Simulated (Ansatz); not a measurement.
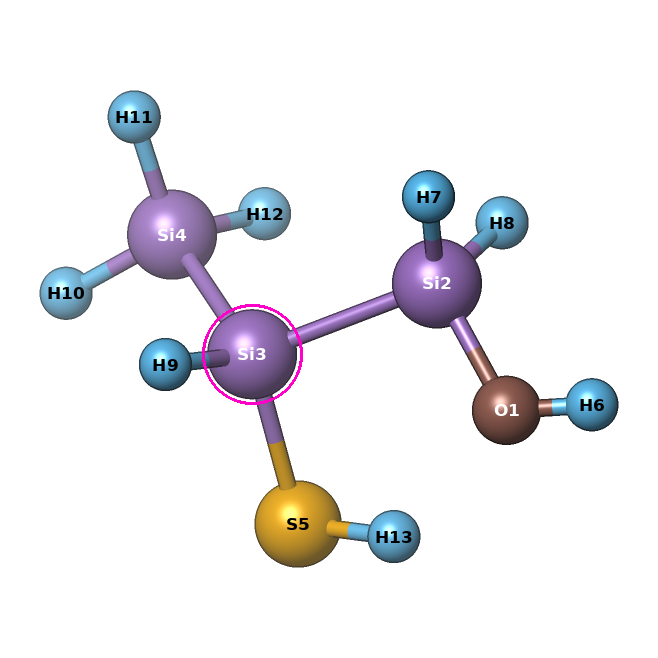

Depth is shown by fading: the farther an atom, the more it takes the colour of the background. Circles mark the stereogenic atoms. The computed structure is the end point of a PBE-D4/def2-SVP optimisation. No frequency run is at hand to confirm it as a minimum.

**Give the R/S and E/Z labels.**

Si3: R (priorities S5 > Si2 > Si4 > H9).
